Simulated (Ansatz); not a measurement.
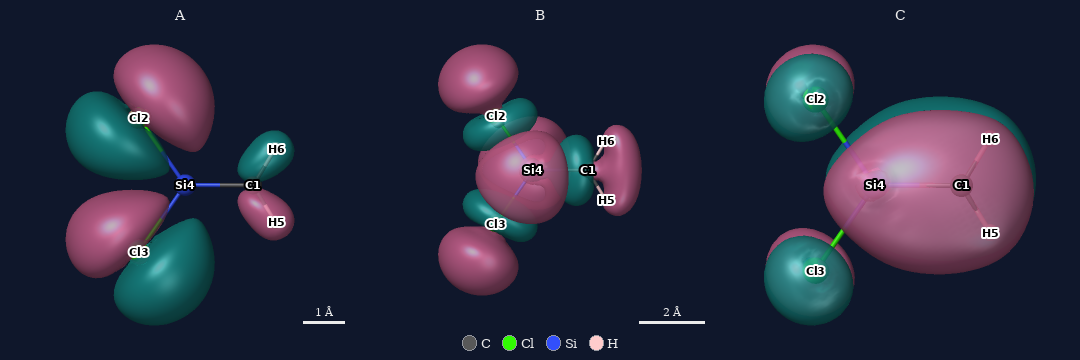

CH$_{2}$Cl$_{2}$Si (SMILES C=[Si](Cl)Cl). Three frontier orbitals at ±0.05 Å⁻³ᐟ² (teal and pink are the two phases), in no order.

Geometry: B3LYP/6-31G*.

The calculation used Ansatz 0.2.0, isolated molecule in a Gaussian basis; Kohn-Sham density functional theory, functional PBE0.

```xyz
6

C    -3.2720    0.6145   -1.3581
Cl   -1.5958    0.1689    1.4675
Cl   -0.5477   -1.2748   -1.3972
Si   -1.9654   -0.0787   -0.5308
H    -3.4158    0.4466   -2.4201
H    -3.9926    1.2412   -0.8435
```

### Which picture is the HOMO−1, the HOMO and the LUMO?

A is the HOMO−1 (−9.79 eV). Its weight (Hirshfeld) is mainly on Cl2 (about 45 %) and Cl3 (about 45 %); it is symmetric in the molecular plane (an in-plane orbital: σ, lone-pair or in-plane π type); largely a combination of lone pairs on Cl2 and Cl3. C is the HOMO (−6.75 eV). Its weight (Hirshfeld) is mainly on C1 (about 50 %) and Si4 (about 30 %); it changes sign across the molecular plane (π type); π-bonding across C1–Si4. B is the LUMO (−1.44 eV). Its weight (Hirshfeld) is mainly on Si4 (about 45 %), Cl2 (about 20 %), Cl3 (about 20 %) and C1 (about 10 %); it is symmetric in the molecular plane (an in-plane orbital: σ, lone-pair or in-plane π type).

### What is the HOMO–LUMO gap?

5.31 eV between the orbital energies.
